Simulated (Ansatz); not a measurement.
```xyz
25

Ga    0.2383   -3.0747   -0.1365
Ga    0.2327   -0.1354   -3.0753
Ga   -2.6968   -0.0067   -0.0017
Ga    0.2293    0.1343    3.0748
Ga    0.2225    3.0752    0.1365
As   -1.0794   -1.3612   -1.3596
As    1.3467   -1.5464    1.5483
As    1.3383    1.5549   -1.5506
As   -1.0873    1.3544    1.3580
H     1.3949   -3.6959   -1.0338
H    -0.7025   -4.0131    0.7364
H     1.3922   -1.0295   -3.6966
H    -0.7122    0.7323   -4.0138
H    -3.4826   -0.9863    0.9733
H    -3.4853    0.9682   -0.9790
H    -0.7115   -0.7412    4.0104
H     1.3819    1.0347    3.6990
H    -0.7230    4.0104   -0.7348
H     1.3765    3.7006    1.0344
H    -1.9868   -2.2355   -2.2320
H     2.2736   -2.4080    2.4116
H     2.4735   -0.8135    0.8188
H     2.2554    2.4240   -2.4172
H     2.4734    0.8320   -0.8244
H    -1.9992    2.2241    2.2301
```

Geometry: PBE-D4/def2-SVP.

The calculation used RKS PBE0-D4/def2-TZVP (Ansatz 0.2.0).

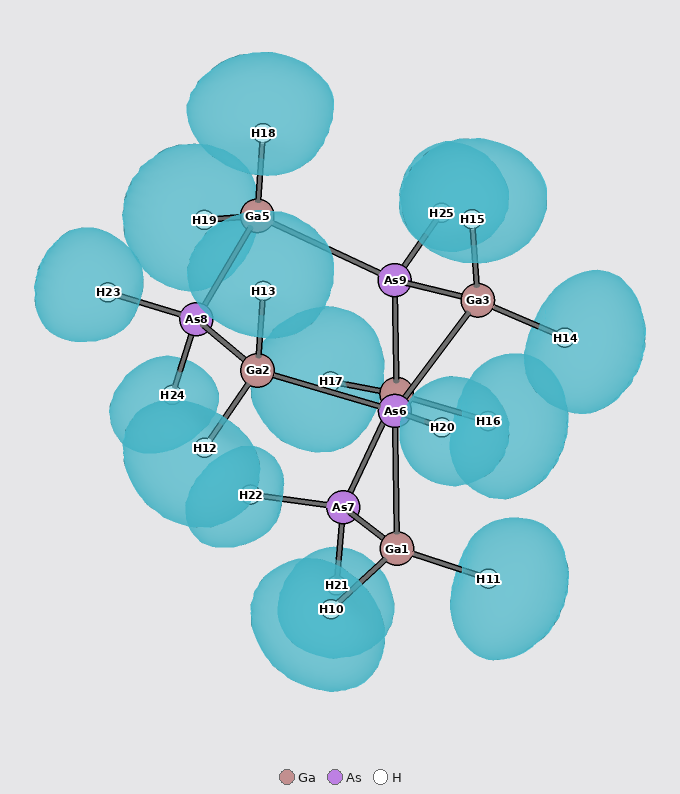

As$_{4}$Ga$_{5}$H$_{16}$ (charge −1). Isosurface of the electron localisation function at 0.9 (cyan), seen at an oblique angle. Only the valence region is drawn (cores and ρ < 0.01 e/Å³ removed).

Q: Identify the bonds, lone pairs and shells in this picture.

A: The surface consists of 16 regions around hydrogen nuclei.

Values along the shortest contacts:
Ga–As (2.48 Å): the ELF peaks at about 0.85 between the atoms (localised, covalent bonding). As–H (1.53 Å): the ELF climbs to about 1 towards the hydrogen, as it does in any bond to H.
